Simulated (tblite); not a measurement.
# C5H11FGeS: the cost of one run

The runs use tblite 0.8.0 and PySCF 2.14.0, with density-fitted response routines of our own; the level of theory stands in each step. All values are computed, except where a source is named. Atoms are numbered from 0 throughout.

### 1 The starting structure

19 atoms, charge 0, multiplicity 1; geometry from: force field or distance geometry start.

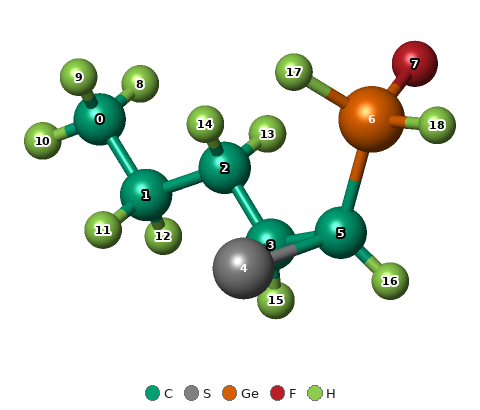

The starting geometry (carbon teal, sulfur grey, germanium orange, fluorine red, hydrogen green), atoms numbered.

### 2 Geometry optimisation with GFN2-xTB

Job settings and geometry (Å):

```
{"job": {"kind": "relax", "xc": "GFN2-xTB", "basis": "xTB"}, "charge": 0, "multiplicity": 1}
C     -2.696100     0.866100     0.427200
C     -1.849600    -0.200600    -0.241400
C     -0.345100     0.118400    -0.100000
C      0.490200    -0.960600    -0.786500
S      1.104300    -2.249100     0.408300
C      1.951700    -0.955200    -0.604700
Ge     2.791400     0.407500     0.533400
F      2.652300     1.983100    -0.223200
H     -2.523000     1.851100    -0.052300
H     -2.472100     0.940700     1.515400
H     -3.780800     0.604600     0.314700
H     -2.058800    -1.186800     0.254600
H     -2.127100    -0.275900    -1.296100
H     -0.143200     1.091000    -0.608300
H     -0.104900     0.226900     0.976500
H      0.145900    -1.374100    -1.741300
H      2.542300    -1.371100    -1.443800
H      2.123200     0.433200     1.936300
H      4.289600     0.060100     0.723900
```

The run is started by

```bash
$ OMP_NUM_THREADS=1 python probes_run.py task.json out
```

One launch serves the whole session: the jobs run in the order shown.

Q: Estimate the wall time and peak memory of this first job on 1 thread of AMD EPYC, shared host.

About 2.2 s, with a peak of 0.18 GiB.
